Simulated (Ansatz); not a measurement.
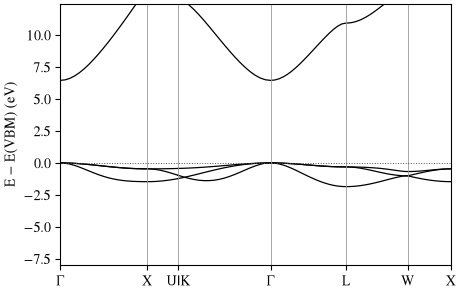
Figure. Band structure from DFT-LDA in the program Ansatz with PAW potentials

**Question.** Read off the gap and where the band edges lie.

**Answer.** About 6.5 eV (6.46 eV by a search for the band edges); maximum at Γ, minimum at Γ.

The material is NaF (rock salt, space group No. 225).

Space group Fm-3m (rock salt). The cell was relaxed with LDA under the symmetry of its start; phonons on a q-mesh show no instability.

Potentials: the later of the program's two PAW sets.
